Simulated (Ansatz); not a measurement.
**CH2FGaOS: density, localisation and related maps**

Input file:

```
crystal:
  periodic: [false, false, false]
  atoms:
    - {symbol: O, position_ang: [-0.340455, -0.159093, 1.813485]}
    - {symbol: C, position_ang: [0.141425, -0.220298, 0.598478]}
    - {symbol: S, position_ang: [1.632976, -0.750153, 0.169253]}
    - {symbol: Ga, position_ang: [-0.482801, 0.274148, -1.187577]}
    - {symbol: F, position_ang: [-0.229915, 1.975635, -1.545730]}
    - {symbol: H, position_ang: [0.331892, -0.478619, 2.443473]}
    - {symbol: H, position_ang: [-1.053122, -0.641620, -2.291373]}
basis:
  gaussian: {orbitals: def2-TZVPP}
hamiltonian: {xc: pbe0, dispersion: d4}
output: {orbitals: {seedname: orbitals}}
```

Run with:

```sh
ansatz run in.yaml --threads 4 --pin off --events-out ev --progress --plain --max-ram 10444MiB
```

Geometry: PBE0-D4/def2-TZVP.

Method: RKS PBE0-D4/def2-TZVPP in Ansatz.

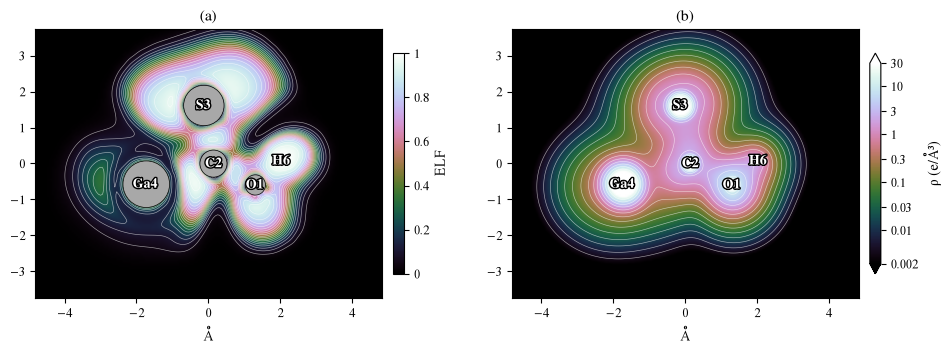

Figure 1. (a) electron localisation function; (b) total electron density on the plane of atoms S3, C2 and Ga4. Grey discs cover the atomic cores in the ELF map.

Interpret the plot.

Answer. The section cuts through O, C, S, Ga and H sites. C–O (1.31 Å): ρ at the midpoint is about 2.6 e/Å³; the ELF peaks at about 0.85 between the atoms, as expected for a polar covalent bond. C–S (1.64 Å): ρ at the midpoint is about 1.6 e/Å³; the ELF peaks at about 0.90 between the atoms, as expected for localised, covalent bonding. C–Ga (1.96 Å): ρ at the midpoint is about 0.77 e/Å³; the ELF peaks at about 0.95 in the valence shell of C, 0.7 Å from its nucleus, and is about 0.45 at the midpoint. Ga–S (2.71 Å): the density is about 0.33 e/Å³ at the midpoint; the ELF peaks at about 0.60 in the valence shell of S, 0.8 Å from its nucleus, and is about 0.25 at the midpoint. O–H (0.98 Å): ρ is about 3.8 e/Å³ halfway; the ELF climbs to about 1 towards the hydrogen, as it does in any bond to H: an ordinary covalent bond to hydrogen. The ELF also peaks beside O1 and S3, away from the bonds: lone-pair regions.

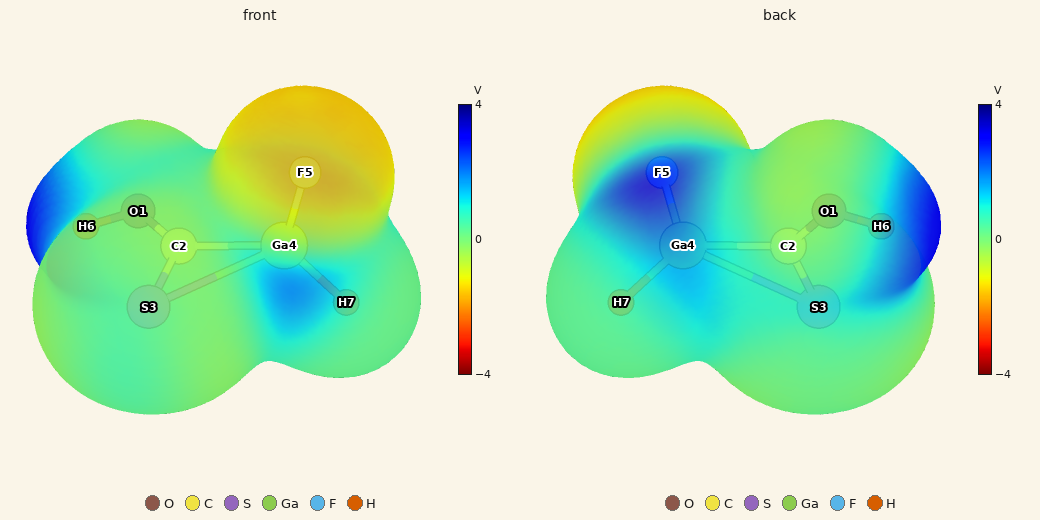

Figure 2. The electrostatic potential painted on the density surface at 0.002 e/bohr³, seen from the front and from behind; red is negative and blue positive.

Where is the surface potential most negative and most positive?

Answer. The most negative region (about −1.6 V, or −37 kcal/mol for a unit charge) lies over F5, the most positive (about +3.1 V, or +71 kcal/mol for a unit charge) over H6.

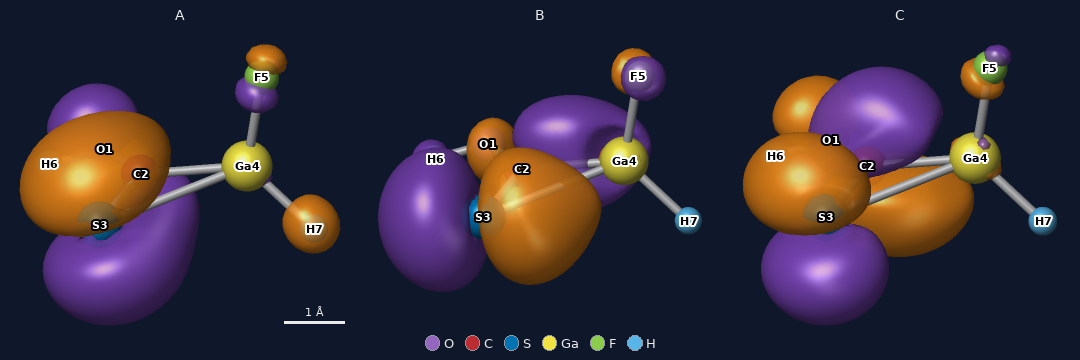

Figure 3. Three frontier orbitals at ±0.1 Å⁻³ᐟ² (orange and purple are the two phases), in no order.

Order the three orbitals by energy and name them.

Answer. A is the HOMO−1 (−8.53 eV). It lies mainly on S3 (about 60 %), O1 (about 15 %) and C2 (about 15 %). B is the HOMO (−7.41 eV). By Hirshfeld shares it lies mainly on S3 (about 65 %), C2 (about 15 %) and Ga4 (about 15 %). C is the LUMO (−2.21 eV). It lies mainly on C2 (about 40 %), S3 (about 35 %), O1 (about 15 %) and Ga4 (about 10 %); π-antibonding (π*) across C2–S3.

What is the HOMO–LUMO gap?

Answer. 5.20 eV between the orbital energies.
